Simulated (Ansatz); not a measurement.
# Run report: Si3N2H10, geometry relaxation (part 1 of 2)

- system: Si3N2H10
- method: RKS PBE0-D4/def2-TZVP (Ansatz 0.2.0)

Figures and captions count atoms from 1; the log counts them from 0 in places.

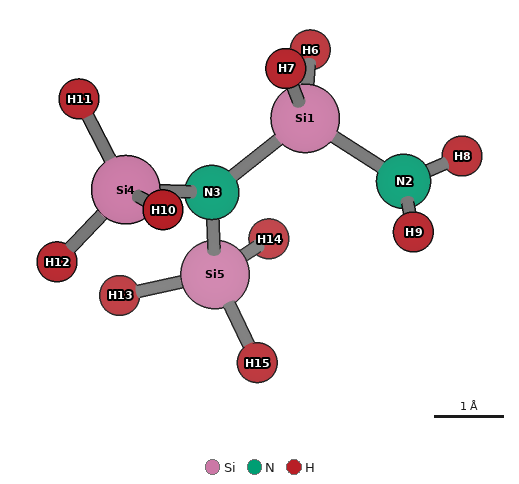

**Figure 1.** The structure as given in the input (ball-and-stick view, seen at a tilt; atoms are numbered from 1 in the order of the input). Bond lengths as drawn: H–N 1.01 to 1.02 Å, H–Si 1.48 to 1.50 Å and N–Si 1.70 to 1.74 Å.

## Input file
```yaml
crystal:
  periodic: [false, false, false]
  atoms:
    - {symbol: Si, position_ang: [-1.691357, 0.288473, -0.057073]}
    - {symbol: N, position_ang: [-1.076443, 1.441914, -1.142480]}
    - {symbol: N, position_ang: [-0.494762, -0.955511, 0.170768]}
    - {symbol: Si, position_ang: [0.004291, -1.356577, 1.776886]}
    - {symbol: Si, position_ang: [0.276196, -1.616257, -1.235536]}
    - {symbol: H, position_ang: [-2.952578, -0.233418, -0.646802]}
    - {symbol: H, position_ang: [-1.976099, 0.755113, 1.334778]}
    - {symbol: H, position_ang: [-1.672436, 1.948160, -1.774144]}
    - {symbol: H, position_ang: [-0.211890, 1.924020, -0.908706]}
    - {symbol: H, position_ang: [0.569968, -0.168808, 2.480312]}
    - {symbol: H, position_ang: [-1.116206, -1.874346, 2.605075]}
    - {symbol: H, position_ang: [1.067436, -2.392977, 1.691718]}
    - {symbol: H, position_ang: [0.669263, -3.024661, -0.964954]}
    - {symbol: H, position_ang: [-0.662660, -1.576099, -2.384195]}
    - {symbol: H, position_ang: [1.514508, -0.874390, -1.609405]}
basis:
  gaussian: {orbitals: def2-TZVP}
hamiltonian: {xc: pbe0, dispersion: d4}
relax: {f_tol: 0.005, max_steps: 200}
```

Run on 4 CPU threads, shared host.

Launch command:
```bash
ansatz run in.yaml --threads 4 --pin off --events-out ev --progress --plain --max-ram 66560MiB --backend cuda --devices 0, --max-vram 37GiB
```

## What the program printed
```
Functional definition: PBE0
  name "PBE0"
  cite "Adamo & Barone, J. Chem. Phys. 110, 6158 (1999) doi:10.1063/1.478522"
  cite "Perdew, Burke & Ernzerhof, Phys. Rev. Lett. 77, 3865 (1996) doi:10.1103/PhysRevLett.77.3865"
  parent pbe
  parameter a = 0.25
  parameter kappa = 0.804
  parameter beta = 0.06672455060314922
  exchange = (1 - a)*pbe_x(kappa = kappa, mu = beta*pi^2/3) + a*exact_x
  correlation = pbe_c(beta = beta)
1554 factors; their error is unknown
mean field evaluation 1: about -26755.3204 eV, gradient 7.9e1 eV
mean field evaluation 2: about -26736.1003 eV, gradient 1.2e2 eV
mean field evaluation 4: about -26766.5163 eV, gradient 7.9e0 eV
mean field evaluation 8: about -26766.6380 eV, gradient 4.8e-2 eV
mean field evaluation 16: about -26766.7426 eV, gradient 2.5e-5 eV
mean field -26766.74262223 eV, -983.6596482173 hartree, gradient 2.5e-5 eV, S^2 0.000000; 0 other end points of the search recorded, 0 dependent functions left out
the calculation of the forces begins
reference -26766.74266286 eV, -983.6596497101 hartree; 33, 33 occupied and 200, 200 virtual orbitals, 1554 factors
relax step   1: F+E_penalty+E_count = -26767.10568888 eV  Δ(F+E_penalty+E_count) = +0.000e0 eV  max|allowed force component| = 4.571e-1 eV/Å  Δτ_max = 0.0000 Å  (27 SCF iters, accepted)
these checks for a lower state are left out or cut short: starts, cluster_reference, orbital_swaps, neighbouring_geometries, increment
1554 factors; their error is unknown
mean field -26766.75445601 eV, -983.6600831005 hartree, gradient 8.5e-6 eV, S^2 0.000000; 0 other end points of the search recorded, 0 dependent functions left out
[... from here on the field's lines of each further geometry are left out, up to the last ...]
relax step   2: F+E_penalty+E_count = -26767.11708381 eV  Δ(F+E_penalty+E_count) = -1.139e-2 eV  max|allowed force component| = 2.397e-1 eV/Å  Δτ_max = 0.0373 Å  (31 SCF iters, accepted)
relax step   3: F+E_penalty+E_count = -26767.12213998 eV  Δ(F+E_penalty+E_count) = -5.056e-3 eV  max|allowed force component| = 6.257e-2 eV/Å  Δτ_max = 0.0548 Å  (31 SCF iters, accepted)
relax step   4: F+E_penalty+E_count = -26767.12311510 eV  Δ(F+E_penalty+E_count) = -9.751e-4 eV  max|allowed force component| = 1.037e-1 eV/Å  Δτ_max = 0.1061 Å  (30 SCF iters, accepted)
relax step   5: F+E_penalty+E_count = -26767.12434645 eV  Δ(F+E_penalty+E_count) = -1.231e-3 eV  max|allowed force component| = 8.459e-2 eV/Å  Δτ_max = 0.0307 Å  (31 SCF iters, accepted)
relax step   6: F+E_penalty+E_count = -26767.12404610 eV  Δ(F+E_penalty+E_count) = +3.003e-4 eV  max|allowed force component| = 1.281e-1 eV/Å  Δτ_max = 0.0365 Å  (31 SCF iters, rejected (line search))
relax step   7: F+E_penalty+E_count = -26767.12525223 eV  Δ(F+E_penalty+E_count) = -9.058e-4 eV  max|allowed force component| = 8.944e-3 eV/Å  Δτ_max = 0.0176 Å  (31 SCF iters, accepted)
relax step   8: F+E_penalty+E_count = -26767.12539059 eV  Δ(F+E_penalty+E_count) = -1.384e-4 eV  max|allowed force component| = 8.216e-3 eV/Å  Δτ_max = 0.0190 Å  (31 SCF iters, accepted)
relax step   9: F+E_penalty+E_count = -26767.12556398 eV  Δ(F+E_penalty+E_count) = -1.734e-4 eV  max|allowed force component| = 2.874e-2 eV/Å  Δτ_max = 0.0462 Å  (30 SCF iters, accepted)
relax step  10: F+E_penalty+E_count = -26767.12567500 eV  Δ(F+E_penalty+E_count) = -1.110e-4 eV  max|allowed force component| = 1.484e-2 eV/Å  Δτ_max = 0.0305 Å  (31 SCF iters, accepted)
relax step  11: F+E_penalty+E_count = -26767.12574995 eV  Δ(F+E_penalty+E_count) = -7.495e-5 eV  max|allowed force component| = 1.309e-2 eV/Å  Δτ_max = 0.0329 Å  (31 SCF iters, accepted)
relax step  12: F+E_penalty+E_count = -26767.12579683 eV  Δ(F+E_penalty+E_count) = -4.688e-5 eV  max|allowed force component| = 9.612e-3 eV/Å  Δτ_max = 0.0050 Å  (23 SCF iters, accepted)
the calculation of the forces begins
reference -26766.76516829 eV, -983.6604767696 hartree; 33, 33 occupied and 200, 200 virtual orbitals, 1554 factors
relax step  13: F+E_penalty+E_count = -26767.12580994 eV  Δ(F+E_penalty+E_count) = -1.311e-5 eV  max|allowed force component| = 3.603e-3 eV/Å  Δτ_max = 0.0028 Å  (24 SCF iters, accepted)
```

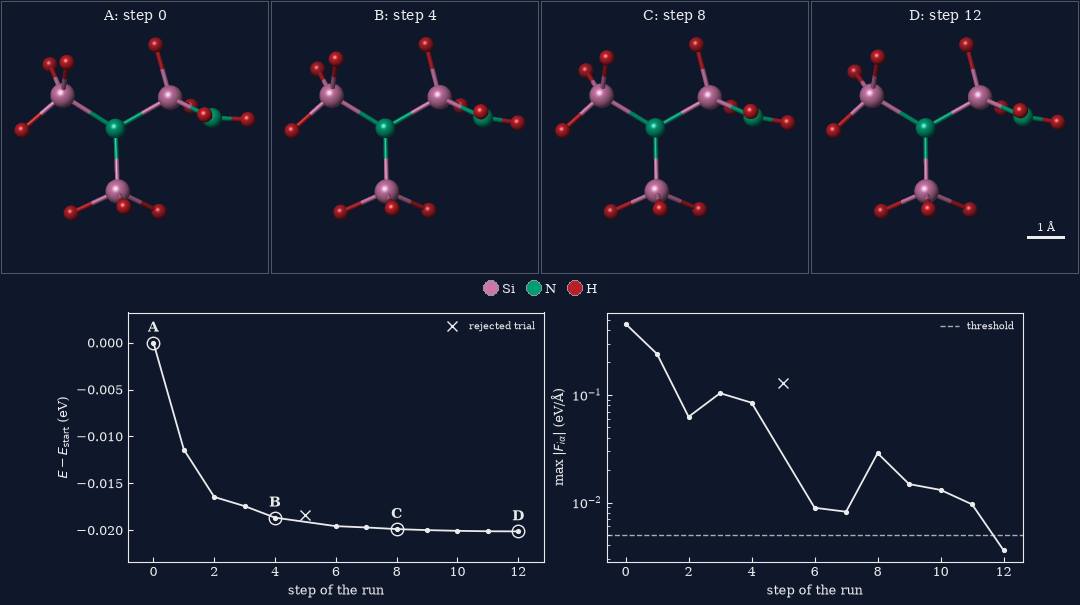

**Figure 2.** Frames of the relaxation (ball-and-stick view, seen on its broad side) above the curves, on which the letters mark them (the first geometry is step 0 here and step 1 in the log).

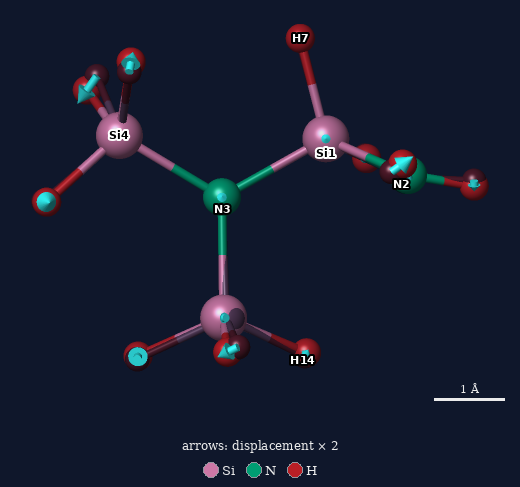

**Figure 3.** Start (faint) and end (solid) with the displacements as teal arrows, magnified 2 times (ball-and-stick view, seen on its broad side). The two geometries are laid on each other by the best rigid fit. H11 moves most after the best rigid fit: 0.25 Å. By element the largest moves are H 0.25 Å, N 0.07 Å, Si 0.06 Å. Distances before and after: N2–H9 1.017 → 1.006 Å, Si1–N2 1.699 → 1.708 Å, Si1–N3 1.741 → 1.732 Å, N3–Si4 1.729 → 1.734 Å. Among the angles that change: Si1–N2–H9 118.9° → 122.9°, N2–Si1–H6 107.0° → 104.8°. Over 12 geometry steps the energy falls by 0.020 eV. The largest force component goes from 0.46 to 0.0036 eV/Å. The line search rejected the trial step at point 5 (counted from 0) and went back. (Atoms are counted from 1 in the order of the input.)

```
1554 factors; their error is unknown
mean field -26766.76512764 eV, -983.6604752758 hartree, gradient 1.1e-5 eV, S^2 0.000000; 1 other end points of the search recorded, 0 dependent functions left out
the calculation of the forces begins
reference -26766.76516829 eV, -983.6604767696 hartree; 33, 33 occupied and 200, 200 virtual orbitals, 1554 factors
Total energy: -26767.12585059 eV, -983.6737315995 hartree
Atom 0 at    -1.656139     0.311796    -0.052108 Å, force    -0.000530     0.000590    -0.002697 eV/Å
Atom 1 at    -1.074426     1.505259    -1.127149 Å, force     0.002307    -0.001716     0.003603 eV/Å
Atom 2 at    -0.463211    -0.921816     0.182767 Å, force    -0.002370     0.002218    -0.000542 eV/Å
Atom 3 at     0.037943    -1.360641     1.783888 Å, force     0.001408    -0.003091     0.002441 eV/Å
Atom 4 at     0.252992    -1.665776    -1.215243 Å, force     0.001106    -0.000596    -0.002924 eV/Å
Atom 5 at    -2.895080    -0.203084    -0.689888 Å, force     0.000001    -0.000198    -0.000118 eV/Å
Atom 6 at    -1.966713     0.792288     1.325147 Å, force     0.000440     0.000089     0.000171 eV/Å
Atom 7 at    -1.668574     1.897592    -1.837138 Å, force    -0.001592    -0.000938     0.000549 eV/Å
Atom 8 at    -0.293455     2.101816    -0.911390 Å, force    -0.000009     0.001604    -0.001207 eV/Å
Atom 9 at     0.404211    -0.154898     2.573382 Å, force    -0.000403    -0.001079    -0.000918 eV/Å
Atom 10 at    -1.023298    -2.091718     2.527180 Å, force     0.000646     0.001855    -0.000697 eV/Å
Atom 11 at     1.229101    -2.242988     1.664259 Å, force    -0.000834     0.001576    -0.000238 eV/Å
Atom 12 at     0.492143    -3.108048    -0.943870 Å, force     0.000213     0.001366     0.000030 eV/Å
Atom 13 at    -0.682220    -1.530695    -2.361631 Å, force    -0.000388    -0.000369     0.000927 eV/Å
Atom 14 at     1.553958    -1.044450    -1.581962 Å, force     0.000005    -0.001311     0.001620 eV/Å
Dipole moment:    -0.004997     0.318132    -0.139242 e Å
```

## Trajectory as extended XYZ (Å, eV, eV/Å), 13 frames, from step=1 to step=13
```
15
Properties=species:S:1:pos:R:3:forces:R:3 step=1 energy=-26767.10569
Si   -1.6914    0.2885   -0.0571   -0.0427  -0.4571   0.3198
N    -1.0764    1.4419   -1.1425    0.4483   0.1999   0.1094
N    -0.4948   -0.9555    0.1708   -0.1700   0.1863  -0.1130
Si    0.0043   -1.3566    1.7769    0.1251   0.0318   0.1683
Si    0.2762   -1.6163   -1.2355    0.1487  -0.0687  -0.0443
H    -2.9526   -0.2334   -0.6468    0.0256   0.0643  -0.0478
H    -1.9761    0.7551    1.3348   -0.0004   0.0519  -0.0577
H    -1.6724    1.9482   -1.7741    0.0924   0.0873  -0.0064
H    -0.2119    1.9240   -0.9087   -0.4359  -0.0503  -0.2647
H     0.5700   -0.1688    2.4803   -0.0355  -0.0319  -0.0269
H    -1.1162   -1.8743    2.6051   -0.0224  -0.0146  -0.0261
H     1.0674   -2.3930    1.6917   -0.0244  -0.0080  -0.0176
H     0.6693   -3.0247   -0.9650   -0.0268   0.0008  -0.0013
H    -0.6627   -1.5761   -2.3842   -0.0340   0.0079   0.0014
H     1.5145   -0.8744   -1.6094   -0.0479   0.0004   0.0068
15
Properties=species:S:1:pos:R:3:forces:R:3 step=2 energy=-26767.11708
Si   -1.6840    0.2843   -0.0519   -0.0108  -0.2397   0.1227
N    -1.0792    1.4476   -1.1401    0.1966   0.0561   0.0640
N    -0.4833   -0.9524    0.1728   -0.1429   0.1370  -0.0496
Si    0.0118   -1.3587    1.7809    0.0411  -0.0095   0.0908
Si    0.2825   -1.6242   -1.2327    0.0472  -0.0126  -0.0458
H    -2.9408   -0.2256   -0.6590    0.0100   0.0118  -0.0101
H    -1.9755    0.7679    1.3312    0.0072   0.0014  -0.0213
H    -1.6789    1.9439   -1.7761    0.0300   0.0406  -0.0084
H    -0.2349    1.9530   -0.9133   -0.1369   0.0436  -0.1376
H     0.5688   -0.1716    2.4878   -0.0077  -0.0229  -0.0029
H    -1.1175   -1.8825    2.5942   -0.0061  -0.0023  -0.0063
H     1.0667   -2.4023    1.6901    0.0010   0.0085  -0.0005
H     0.6631   -3.0354   -0.9606   -0.0031   0.0085   0.0025
H    -0.6662   -1.5805   -2.3743   -0.0139  -0.0005   0.0010
H     1.5147   -0.8788   -1.6128   -0.0116  -0.0201   0.0016
15
Properties=species:S:1:pos:R:3:forces:R:3 step=3 energy=-26767.12214
Si   -1.6742    0.2825   -0.0492   -0.0016   0.0568  -0.0593
N    -1.0795    1.4603   -1.1398    0.0020  -0.0588   0.0626
N    -0.4737   -0.9445    0.1749    0.0041  -0.0190   0.0196
Si    0.0141   -1.3639    1.7869    0.0010  -0.0021  -0.0162
Si    0.2830   -1.6284   -1.2331    0.0008   0.0024   0.0069
H    -2.9256   -0.2258   -0.6674   -0.0004  -0.0034  -0.0002
H    -1.9697    0.7695    1.3299   -0.0038  -0.0021   0.0078
H    -1.6851    1.9364   -1.7864   -0.0176  -0.0198   0.0042
H    -0.2591    2.0011   -0.9230    0.0206   0.0459  -0.0204
H     0.5676   -0.1848    2.5054   -0.0033   0.0086   0.0065
H    -1.1222   -1.8927    2.5877    0.0052  -0.0040  -0.0098
H     1.0712   -2.4044    1.6936   -0.0037  -0.0027  -0.0033
H     0.6572   -3.0395   -0.9551   -0.0084  -0.0062   0.0043
H    -0.6756   -1.5850   -2.3675    0.0050   0.0025   0.0070
H     1.5187   -0.8962   -1.6206    0.0000   0.0020  -0.0097
```
